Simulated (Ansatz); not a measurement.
C2H6BBrS: single-point calculation

System: C2H6BBrS, SMILES CSB(C)Br.
Method: RKS PBE-D4/def2-TZVPP (Ansatz 0.2.0).

The geometry comes from this level: PBE0-D4/def2-TZVP. Figures and captions count atoms from 1; the log counts them from 0 in places.

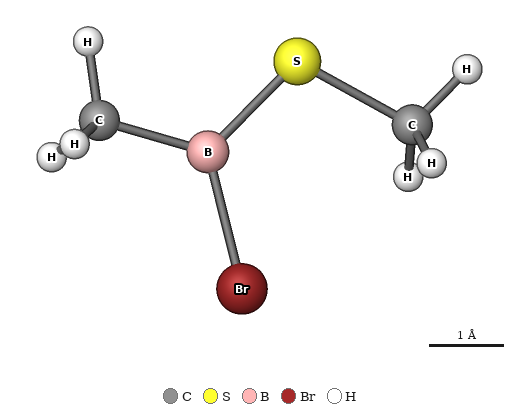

*The input geometry (ball-and-stick view, seen at a tilt).*

Bond lengths as drawn: B–Br 1.93 Å, B–C 1.56 Å, B–S 1.77 Å, C–H 1.09 Å and C–S 1.80 Å.

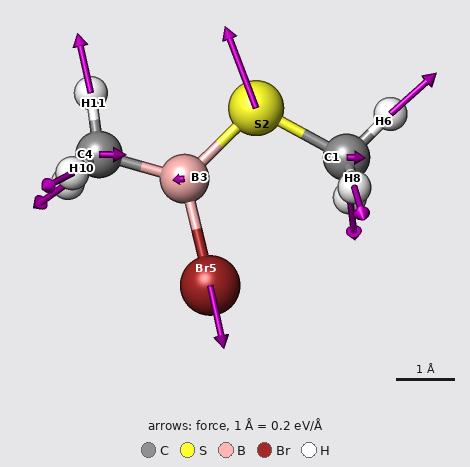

*Forces on the atoms as pink arrows (ball-and-stick view, seen at a tilt; atoms are numbered from 1 in the order of the input).*

The largest act on S2 (0.31 eV/Å); Br5 (0.23 eV/Å); H6, H7, H8, H11 (0.22 eV/Å); H9, H10 (0.21 eV/Å), among others. The geometry is not a stationary point of this energy.

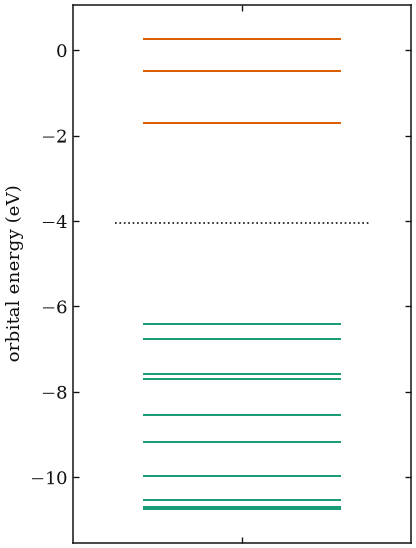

*Orbital energies near the frontier; the dotted line parts filled from empty levels, and levels within 0.02 eV of each other stand side by side.*

Highest filled −6.40 eV, lowest empty −1.71 eV, 4.69 eV apart.

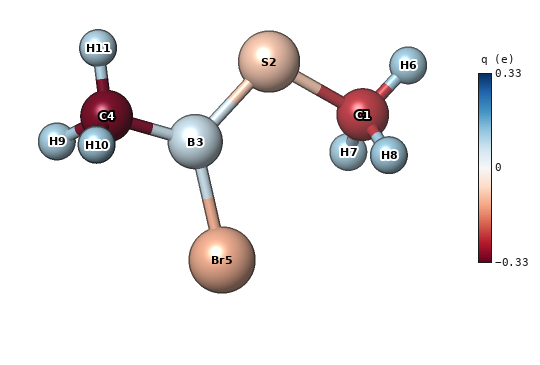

*Mulliken charges, as the colour of each atom (ball-and-stick view, seen at a tilt; atoms are numbered from 1 in the order of the input).*

By element: C −0.31 to −0.25, S −0.09, B +0.07, Br −0.12 and H +0.10 to +0.13 e.

These pictures come from the run below.

Input file
```yaml
crystal:
  periodic: [false, false, false]
  atoms:
    - {symbol: C, position_ang: [-1.440115, 1.130080, 1.253144]}
    - {symbol: S, position_ang: [0.049318, 0.113335, 1.205597]}
    - {symbol: B, position_ang: [0.337071, -0.290146, -0.496953]}
    - {symbol: C, position_ang: [1.563800, -1.171498, -0.880710]}
    - {symbol: Br, position_ang: [-0.841241, 0.340416, -1.892714]}
    - {symbol: H, position_ang: [-1.616209, 1.380125, 2.298748]}
    - {symbol: H, position_ang: [-2.291707, 0.577852, 0.860018]}
    - {symbol: H, position_ang: [-1.297738, 2.042548, 0.677106]}
    - {symbol: H, position_ang: [1.229639, -2.075019, -1.400372]}
    - {symbol: H, position_ang: [2.208052, -0.634774, -1.584118]}
    - {symbol: H, position_ang: [2.164529, -1.470021, -0.019246]}
basis:
  gaussian: {orbitals: def2-TZVPP}
hamiltonian: {xc: pbe, dispersion: d4}
output: {forces: true, orbitals: {seedname: orbitals}}
```

Command:
```bash
ansatz run in.yaml --threads 4 --pin off --events-out ev --progress --plain --max-ram 10444MiB
```

Output
```
Functional definition: PBE
  name "PBE"
  cite "Perdew, Burke & Ernzerhof, Phys. Rev. Lett. 77, 3865 (1996) doi:10.1103/PhysRevLett.77.3865"
  parent pbe
  parameter kappa = 0.804
  parameter beta = 0.06672455060314922
  exchange = pbe_x(kappa = kappa, mu = beta*pi^2/3)
  correlation = pbe_c(beta = beta)
1543 factors; their error is unknown
mean field evaluation 1: about -83698.4051 eV, gradient 8.2e1 eV
mean field evaluation 2: about -83671.8764 eV, gradient 1.2e2 eV
mean field evaluation 4: about -83713.5800 eV, gradient 1.5e1 eV
mean field evaluation 8: about -83714.1712 eV, gradient 3.3e-1 eV
mean field evaluation 16: about -83714.1265 eV, gradient 7.4e-3 eV
mean field -83714.12646288 eV, -3076.4374040379 hartree, gradient 4.0e-5 eV, S^2 0.000000; 0 other end points of the search recorded, 0 dependent functions left out
the calculation of the forces begins
reference -83714.12650554 eV, -3076.4374056058 hartree; 37, 37 occupied and 230, 230 virtual orbitals, 1543 factors
Total energy: -83714.40788921 eV, -3076.4477462648 hartree
Atom 0 at    -1.440115     1.130080     1.253144 Å, force    -0.048634     0.037198     0.032476 eV/Å
Atom 1 at     0.049318     0.113335     1.205597 Å, force     0.209695    -0.118522     0.195126 eV/Å
Atom 2 at     0.337071    -0.290146    -0.496953 Å, force     0.027877    -0.022144    -0.026626 eV/Å
Atom 3 at     1.563800    -1.171498    -0.880710 Å, force    -0.068288     0.052576     0.048271 eV/Å
Atom 4 at    -0.841241     0.340416    -1.892714 Å, force    -0.138068     0.072673    -0.169700 eV/Å
Atom 5 at    -1.616209     1.380125     2.298748 Å, force    -0.044329     0.055929     0.207923 eV/Å
Atom 6 at    -2.291707     0.577852     0.860018 Å, force    -0.178659    -0.103538    -0.084764 eV/Å
Atom 7 at    -1.297738     2.042548     0.677106 Å, force     0.018420     0.186902    -0.120975 eV/Å
Atom 8 at     1.229639    -2.075019    -1.400372 Å, force    -0.045599    -0.180157    -0.103933 eV/Å
Atom 9 at     2.208052    -0.634774    -1.584118 Å, force     0.136447     0.088086    -0.137811 eV/Å
Atom 10 at     2.164529    -1.470021    -0.019246 Å, force     0.131138    -0.069003     0.160012 eV/Å
Dipole moment:    -0.068610     0.067019     0.171560 e Å
```

Summary

```csv
quantity,value
outcome,converged
total energy,−83714.4079 eV
mean-field energy,−83714.1265 eV
dispersion energy,−0.2814 eV
SCF solution under orbital rotations,stable
HOMO,−6.40 eV
LUMO,−1.71 eV
largest force (length of the vector),0.310 eV/Å
dipole moment,0.94 D
hardware,"4 threads of Arm Neoverse V2, 23 GiB of memory available, shared host"
wall time,2.5 s (CPU time 9.3 s)
peak memory,0.38 GiB
```
